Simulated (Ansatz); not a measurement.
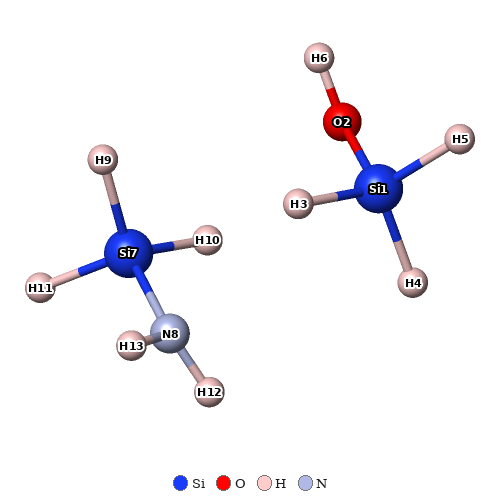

The system is the pair H₄OSi···H₅NSi; the picture shows the reference structure. 
- The turn is about an axis along (−0.85, −0.52, 0.10) in the frame of the relaxed pair, normal to the line between the partners.
- Coordinates scanned: (1) distance Si7···Si1; (2) turn of Si1, O2, H3, H4, H5, H6 about its own atom Si1.
- The scan uses a 15 × 15 grid.
- Points are written as (first, second).
- Energies: eV, counted from the lowest grid point.
- Energies and slopes of some neighbouring points disagree (a jump in structure or state, or too coarse a mesh).
- The calculation used RHF/def2-SVPD (Ansatz 0.2.0).

Its coordinates:

```xyz
13

Si    0.2037   -0.8115   -2.1777
O    -0.7564    0.4864   -1.7822
H     1.6055   -0.5963   -1.7516
H    -0.3710   -1.9894   -1.5031
H     0.1992   -1.0238   -3.6466
H    -0.5748    1.3419   -2.1320
Si   -0.3928    0.9428    1.9096
N     0.4860   -0.5226    1.6101
H     0.2145    2.0335    1.1117
H    -1.8033    0.7220    1.5244
H    -0.3736    1.3826    3.3321
H     0.0810   -1.4115    1.8209
H     1.4821   -0.5539    1.6845
```

Range: distance Si7···Si1 from 3.770 to 5.770 Å; turn of Si1, O2, H3, H4, H5, H6 about its own atom Si1 from −180 to 156°.

Q: What will the energy surface look like?

A: The lowest grid point is at (5.770 Å, −84°). It lies on the edge of the grid, but the force there points inwards, so the minimum lies inside the range. Other grid points that lie below all their neighbours: (4.380 Å, 108°) (0.008 eV higher); (4.683 Å, 12°) (0.037 eV higher). The highest grid point, (3.770 Å, −84°), lies 11.92 eV above the lowest.

```csv
"second ↓, first →",3.770,3.819,3.901,4.001,4.116,4.243,4.380,4.527,4.683,4.847,5.018,5.197,5.381,5.573,5.770
156,1.13,1.01,0.82,0.64,0.49,0.36,0.26,0.19,0.14,0.11,0.08,0.07,0.06,0.06,0.06
132,0.47,0.40,0.32,0.24,0.18,0.13,0.09,0.07,0.06,0.05,0.05,0.04,0.05,0.05,0.05
108,0.09,0.07,0.05,0.03,0.02,0.01,0.01,0.01,0.01,0.02,0.03,0.03,0.04,0.04,0.05
84,0.12,0.10,0.08,0.06,0.05,0.04,0.03,0.03,0.03,0.03,0.04,0.04,0.04,0.05,0.05
60,0.28,0.25,0.21,0.17,0.13,0.10,0.08,0.07,0.06,0.06,0.05,0.05,0.05,0.05,0.06
36,0.32,0.29,0.24,0.19,0.14,0.11,0.09,0.07,0.06,0.05,0.05,0.05,0.05,0.05,0.05
12,0.19,0.16,0.13,0.10,0.07,0.05,0.04,0.04,0.04,0.04,0.04,0.04,0.05,0.05,0.05
−12,0.26,0.22,0.17,0.13,0.09,0.07,0.06,0.05,0.05,0.05,0.05,0.05,0.06,0.06,0.06
−36,1.81,1.63,1.36,1.09,0.85,0.65,0.49,0.36,0.27,0.20,0.16,0.12,0.10,0.09,0.08
−60,7.56,6.77,5.60,4.42,3.34,2.43,1.71,1.16,0.77,0.50,0.31,0.20,0.13,0.09,0.06
−84,11.92,10.42,8.25,6.13,4.29,2.86,1.81,1.09,0.61,0.32,0.16,0.06,0.02,0.00,0.00
−108,4.43,3.76,2.86,2.03,1.37,0.88,0.54,0.31,0.17,0.09,0.05,0.03,0.02,0.02,0.02
−132,0.74,0.63,0.50,0.37,0.26,0.18,0.13,0.09,0.07,0.06,0.05,0.05,0.05,0.05,0.05
−156,0.73,0.65,0.55,0.44,0.34,0.26,0.20,0.15,0.11,0.09,0.08,0.07,0.06,0.06,0.06
−180,1.25,1.12,0.93,0.74,0.57,0.43,0.32,0.23,0.17,0.13,0.10,0.08,0.07,0.06,0.06
```

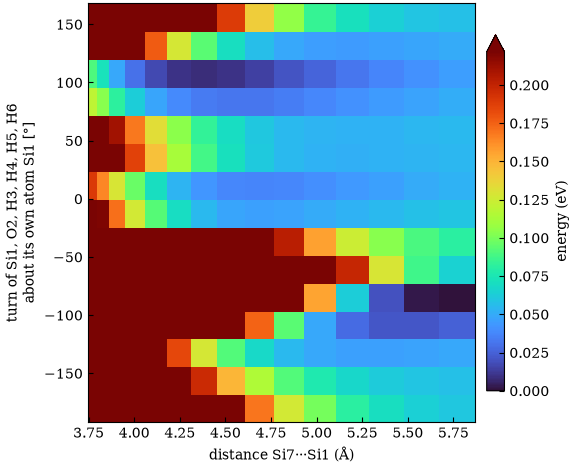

Drawn: one coloured cell a grid point, one colour for all values above the top of the scale.

Each point was launched as `ansatz run input.yaml --threads 1 --pin off --max-ram 2560MiB --backend cpu --events-out ev --progress --plain --runs-dir out`. Time for the 225 points that were run: 20 min on 1 thread of Intel(R) Xeon(R) 6975P-C (Granite Rapids), with other jobs on the host.
